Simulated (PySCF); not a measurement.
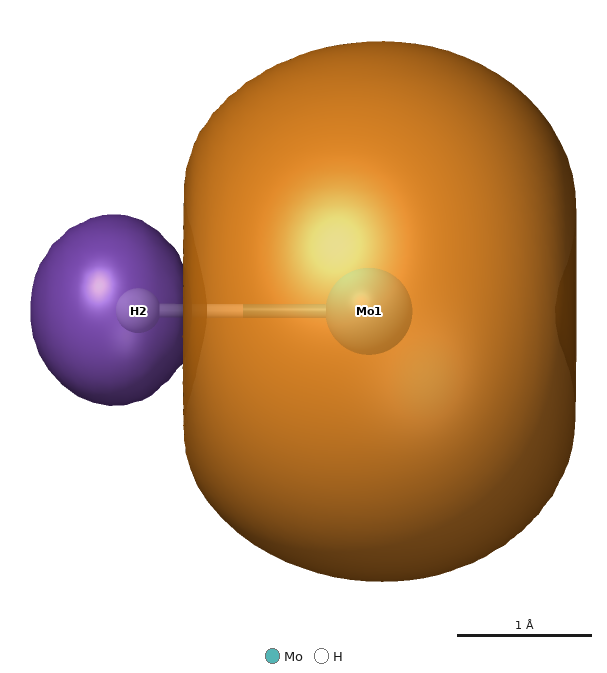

*MoH (sextet). Isosurfaces of the spin density (α minus β) at +0.02 (orange) and −0.02 e/Å³ (purple), seen from one side.*

Core potentials replace the inner electrons of Mo.

The calculation used PBE0/cc-pVDZ(-PP), non-relativistic Hamiltonian with scalar-relativistic core potentials where named, at a bond length of 1.724 Å in PySCF.

```xyz
2

Mo    0.0000    0.0000   -0.0176
H     0.0000    0.0000    1.7064
```

Q: Where is the unpaired spin?

A: The unpaired spin (5 electrons) lies mostly on Mo1 (about 5.0), in electrons by Hirshfeld's partition.
